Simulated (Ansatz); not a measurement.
# InH2O (SMILES [OH][InH]) at 6 levels

Aim: a comparison of 6 runs (U-r2SCAN/STO-3G, UB2PLYP/STO-3G, UHSE06/STO-3G, UPBE/STO-3G, USVWN5/STO-3G, UCCSDT(Q)/STO-3G) of InH2O. 

The results are computed with Ansatz 0.2.0.

46 further runs of the same task are left out: 8 that didn't finish, 38 set aside as unsound or not needed.

## (1) The structure to begin with

InH2O: 4 atoms, total charge 0, spin state doublet. As SMILES, `[OH][InH]`. The In2–O1 distance was set to 4.007 Å, away from the relaxed value. At this shape a bond of the SMILES string is far longer than usual.

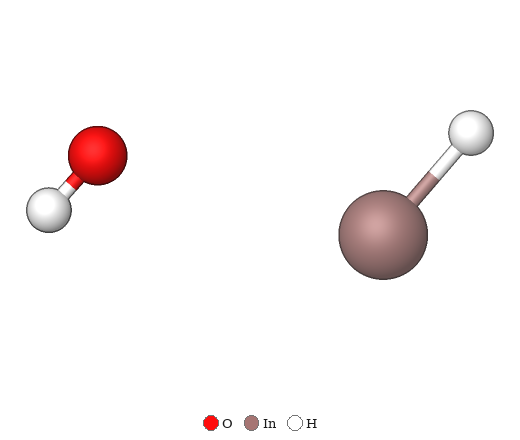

The structure, seen from a chosen angle (oxygen red, indium brown, hydrogen white).

## (2) The energy at U-r2SCAN/STO-3G (run 1)

Contents of run.yaml:

```yaml
crystal:
  periodic: [false, false, false]
  atoms:
    - {symbol: O, position_ang: [-1.160696, -2.787792, 0.678498]}
    - {symbol: In, position_ang: [0.563900, 0.746600, -0.088500]}
    - {symbol: H, position_ang: [-0.625496, -3.396592, 1.192598]}
    - {symbol: H, position_ang: [-0.446700, 1.843000, -1.036000]}
basis:
  gaussian: {orbitals: STO-3G}
accuracy: high
hamiltonian: {xc: {name: r2SCAN}}
magnetization: {spin_polarized: true, initial_magnetization: 1}
```

The run is started by

```sh
$ ansatz run run.yaml --threads 1 --pin off --max-ram 2610MiB --events-out events.jsonl --progress --plain --runs-dir runs
```

The program printed:

```text
Warning: RAYON_NUM_THREADS=1 ignored (pool sized by the plan → 1); use --threads N
Functional definition: r2SCAN
  name "r2SCAN"
  parameter k0 = 0.174
  parameter k1 = 0.065
  parameter a1 = 4.9479
  exchange = r2scan_x(k0 = k0, k1 = k1, a1 = a1)
  correlation = r2scan_c
572 factors; integrals over basis functions are off by at most 3.2e-8 eV
mean field evaluation 1: about -156727.0019 eV, gradient 2.5e1 eV
mean field evaluation 2: about -156429.6788 eV, gradient 7.1e1 eV
mean field evaluation 4: about -156664.9229 eV, gradient 7.9e1 eV
mean field evaluation 8: about -156734.8193 eV, gradient 2.6e1 eV
mean field evaluation 16: about -156742.1743 eV, gradient 1.0e-1 eV
mean field evaluation 32: about -156742.1712 eV, gradient 1.9e-1 eV
mean field -156742.17909577 eV, -5760.1688381046 hartree, gradient 1.6e-8 eV, S^2 0.753044; 6 other end points of the search recorded, 0 dependent functions left out
reference -156742.17909677 eV, -5760.1688381415 hartree; 30, 29 occupied and 4, 5 virtual orbitals, 572 factors
Total energy: -156742.17909677 eV, -5760.1688381415 hartree
```

Run time: 35 s. Hardware: 1 thread of Arm Neoverse V2, shared host; peak memory 0.23 GiB.

## (3) A single-point energy at UB2PLYP/STO-3G (run 2)

Contents of molecule.yaml:

```yaml
basis:
  gaussian:
    orbitals: STO-3G
crystal:
  periodic: [false, false, false]
  atoms:
    - {symbol: O, position_ang: [-1.160696, -2.787792, 0.678498]}
    - {symbol: In, position_ang: [0.563900, 0.746600, -0.088500]}
    - {symbol: H, position_ang: [-0.625496, -3.396592, 1.192598]}
    - {symbol: H, position_ang: [-0.446700, 1.843000, -1.036000]}
accuracy: high
correlation:
  frozen_orbitals: {H: 0, In: 18, O: 1}
hamiltonian:
  xc: {name: B2PLYP}
magnetization:
  spin_polarized: true
  initial_magnetization: 1
```

The run is started by

```sh
$ ansatz run molecule.yaml --threads 1 --pin off --max-ram 2610MiB --events-out events.jsonl --progress --plain --runs-dir runs
```

The program printed (excerpt; [...] marks lines left out):

```text
Warning: RAYON_NUM_THREADS=1 ignored (pool sized by the plan → 1); use --threads N
Functional definition: B2PLYP
  name "B2PLYP"
[...]
572 factors; integrals over basis functions are off by at most 3.2e-8 eV
[...]
mean field -156722.66967517 eV, -5759.4518801217 hartree, gradient 2.1e-8 eV, S^2 0.751669; 8 other end points of the search recorded, 0 dependent functions left out
19 core orbitals not correlated: weight in the atoms' cores, before any rotation towards them, 1.000 or more for the frozen orbitals, at most 0.000 for the correlated occupied ones
reference -156722.66969532 eV, -5759.4518808620 hartree; 11, 10 occupied and 4, 5 virtual orbitals, 572 factors
second order -1.51974649 eV of doubles, -0.00000000 eV of singles
Total energy: -156723.08002687 eV, -5759.4669602684 hartree
```

It took 11 s on 1 thread of Arm Neoverse V2, shared host; peak memory 0.2 GiB.

Runs 3 to 5 aren't shown in full; the table further down has their settings and results.

## (4) A single-point energy at UCCSDT(Q)/STO-3G (run 6)

Contents of input.yaml:

```yaml
crystal:
  periodic: [false, false, false]
  atoms:
    - symbol: O
      position_ang: [-1.160696, -2.787792, 0.678498]
    - symbol: In
      position_ang: [0.563900, 0.746600, -0.088500]
    - symbol: H
      position_ang: [-0.625496, -3.396592, 1.192598]
    - symbol: H
      position_ang: [-0.446700, 1.843000, -1.036000]
basis:
  gaussian:
    orbitals: STO-3G
magnetization:
  spin_polarized: true
  initial_magnetization: 1
correlation:
  method: ccsdt_q
  frozen_orbitals: {H: 0, In: 18, O: 1}
accuracy: high
scf:
  omitted_lower_state_checks: [cluster_reference, increment]
```

The run is started by

```sh
$ ansatz run input.yaml --threads 1 --pin off --max-ram 2610MiB --events-out events.jsonl --progress --plain --runs-dir runs
```

The program printed:

```text
Warning: RAYON_NUM_THREADS=1 ignored (pool sized by the plan → 1); use --threads N
[... 18 lines left out ...]
19 core orbitals not correlated: weight in the atoms' cores, before any rotation towards them, 1.000 or more for the frozen orbitals, at most 0.000 for the correlated occupied ones
[... 132 lines left out ...]
Total energy: -156677.90403762 eV, -5757.8067732850 hartree
Checks for a lower state left out: cluster_reference, increment
```

Wall time 8.1 s (1 thread of Arm Neoverse V2, shared host); peak memory 0.15 GiB.

## (5) The series

```tsv
run	level	frozen core orbitals	energy (Eh)	⟨S²⟩	wall time
1	U-r2SCAN/STO-3G	–	-5760.168838	0.753	35 s
2	UB2PLYP/STO-3G	19	-5759.466960	0.752	11 s
3	UHSE06/STO-3G	–	-5759.691067	0.751	11 s
4	UPBE/STO-3G	–	-5759.322709	0.752	8.4 s
5	USVWN5/STO-3G	–	-5753.798101	0.752	4.8 s
6	UCCSDT(Q)/STO-3G	19	-5757.806773	0.844	8.1 s
```

## (6) Outcome

| quantity | value |
| --- | --- |
| run 6: total energy | -5757.80677 Eh |
| run 6: correlation energy (19 core orbitals frozen) | -66.6 mEh |
| run 6: ⟨S²⟩ of the reference determinant | 0.844 |
| run 6: T1 diagnostic | 0.030 |

Totals of different functionals can't be ranked against each other. In runs 1, 2, 3, 4, 5, 6 the basis is minimal, so the values are rough. In runs 1, 2, 3, 4, 5, 6 relativity is left out where basis or elements ask for it. All runs together took 78 s, the longest 35 s.
